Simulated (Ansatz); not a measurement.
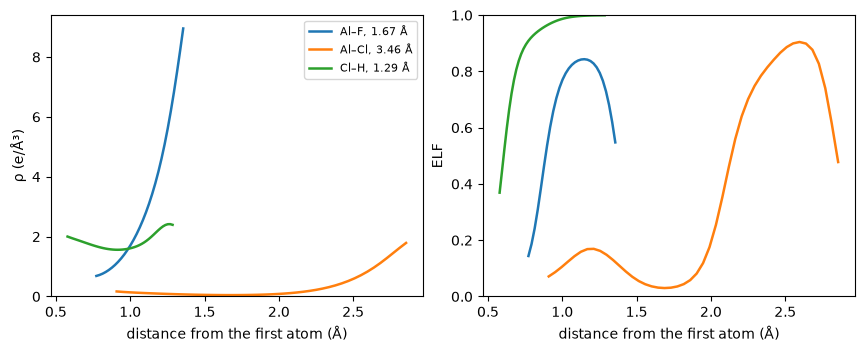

The picture shows: AlF···HCl. Total electron density and electron localisation function along straight lines between neighbouring atoms. The curves leave out the atomic cores.

Computed with Ansatz 0.2.0, RKS PBE0-D4/6-31G*.

Input

```
crystal:
  periodic: [false, false, false]
  atoms:
    - { symbol: Al, position_ang: [-0.878147, -4.0e-06, 0.257518] }
    - { symbol: H, position_ang: [1.576361, 3.0e-06, 1.520665] }
    - { symbol: Cl, position_ang: [2.539943, -2.0e-06, 0.601554] }
    - { symbol: F, position_ang: [-1.403657, 2.0e-06, -1.320537] }
basis:
  gaussian: { orbitals: "6-31G*" }
hamiltonian:
  xc: pbe0
  dispersion: d4
relax:
  f_tol: 0.03
  max_steps: 50
output:
  orbitals: {}
```

Launched as:

```sh
ansatz run input.yaml --threads 1 --pin off --max-ram 2048MiB --backend cpu --events-out ev --progress --plain --runs-dir out
```

The fields are those of the relaxed geometry.

Question: Compare the contacts.

Answer: Al–F (1.67 Å): ρ at the midpoint is about 0.82 e/Å³; the ELF peaks at about 0.85 in the valence shell of F, 0.5 Å from its nucleus, and is about 0.30 at the midpoint.
Al1···Cl3 (3.46 Å): the density falls to about 0.05 e/Å³ on the way; the ELF dips to about 0.05 between them.
Cl–H (1.29 Å): ρ at the midpoint is about 1.9 e/Å³; the ELF climbs to about 1 towards the hydrogen, as it does in any bond to H.
